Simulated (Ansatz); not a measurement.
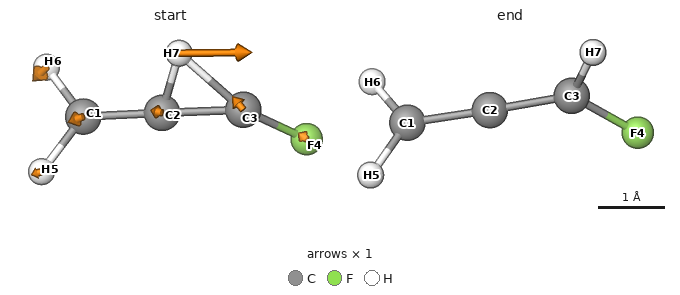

The structure of C3H3F before (left) and after (right) a relaxation, at one scale. The orange arrows give the displacements, at their true length.

The picture is a ball-and-stick view, seen face on.

The run prepares an end point of a later path (hydrogen shift) calculation, from a guessed geometry.

These are results of RKS PBE0/def2-SVP in Ansatz, not measurements.

Input file:
```yaml
crystal:
  periodic: [false, false, false]
  atoms:
    - { symbol: C, position_ang: [-0.8534, 0.9357, 0.0312] }
    - { symbol: C, position_ang: [-0.0196, 0.029, 0.0359] }
    - { symbol: C, position_ang: [0.8326, -0.9136, 0.0355] }
    - { symbol: F, position_ang: [1.0635, -1.7764, -0.9707] }
    - { symbol: H, position_ang: [-1.8926, 0.8105, 0.4055] }
    - { symbol: H, position_ang: [-0.6728, 1.959, -0.4247] }
    - { symbol: H, position_ang: [0.88021, 0.32215, 0.57673] }
basis:
  gaussian: { orbitals: def2-SVP }
hamiltonian:
  xc: pbe0
relax:
  f_tol: 0.02
  max_steps: 50
output:
  orbitals: {}
```

Command:
```bash
ansatz run input.yaml --threads 1 --pin off --max-ram 2048MiB --backend cpu --events-out ev --progress --plain --runs-dir out
```

**Describe what moved and what it gained.**

The largest move after the best rigid fit is that of H7, 1.22 Å. By element the largest moves are H 1.22 Å, C 0.30 Å, F 0.20 Å. Among the contacts that change: C2–H7 1.090 → 2.120 Å, C3–H7 1.350 → 1.095 Å, C1–C2 1.232 → 1.308 Å, C2–C3 1.271 → 1.309 Å. Bonds break: C2–H7 (1.09 → 2.12 Å). Bond angles that change, for instance: C2–C3–H7 49.0° → 123.5°, F4–C3–H7 151.7° → 113.2°, H5–C1–H6 112.7° → 117.1°. Over 16 accepted moves (17 points after the start) the energy falls by 103.1 kcal/mol. Largest force component: 7.3 eV/Å at the start, 0.018 eV/Å at the end. The line search rejected the trial step at point 14 of the run. Cost: 28 s on 1 thread of Intel(R) Xeon(R) Platinum 8488C (Sapphire Rapids) (shared host), peak memory 0.14 GiB.
